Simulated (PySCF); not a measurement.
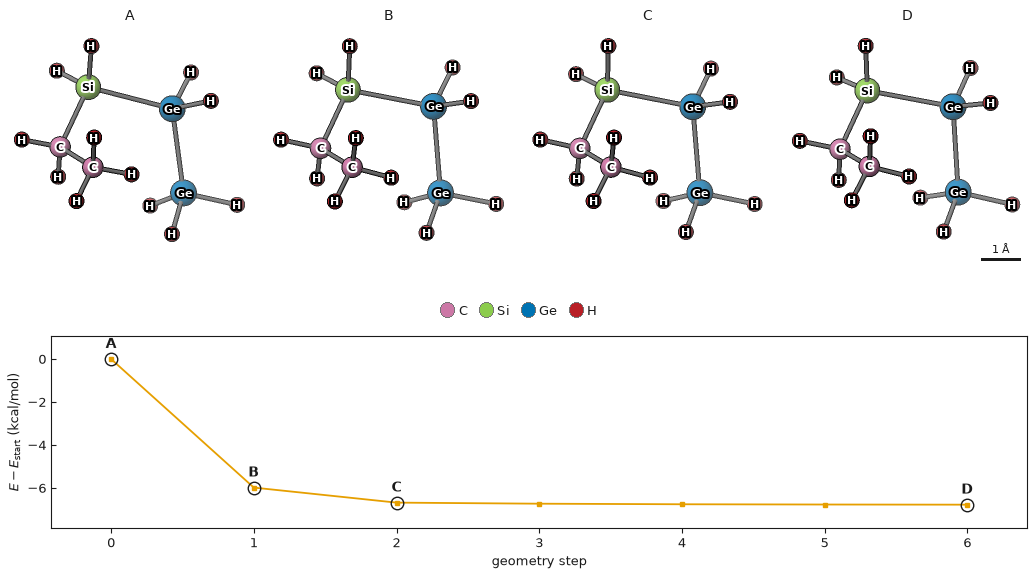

Frames of a relaxation of C2H12Ge2Si, marked on the history of the run. The picture is a ball-and-stick view, seen from a free direction.

The start comes from GFN2-xTB. Its atoms were then displaced at random by about 0.01 Å.

These are results of PySCF 2.14.0, density-fitted response routines, PBE0-D3(BJ)/def2-SVP geometry optimisation, gas phase, not measurements. 

Describe the path.

The energy falls by 6.77 kcal/mol in 6 geometry steps. An H atom moves most after the best rigid fit: 0.28 Å. By element the largest moves are H 0.28 Å, Si 0.12 Å, Ge 0.12 Å, C 0.10 Å. Near-neighbour distances that change, for instance: Ge–H 1.476 → 1.543 Å, H–Si 1.452 → 1.498 Å, Ge–H 1.496 → 1.542 Å, Ge–Ge 2.381 → 2.425 Å. Bond angles that change, for instance: Si–Ge–Ge 116.5° → 109.0°, H–Ge–H 101.1° → 107.6°, H–Ge–H 103.8° → 108.0°. From step 0 to 1: H atoms move most (0.16 Å), energy −5.98 kcal/mol. From step 1 to 2: an H atom moves most (0.04 Å), energy −0.70 kcal/mol. From step 2 to 6: H atoms move most (0.10 Å), energy −0.10 kcal/mol.
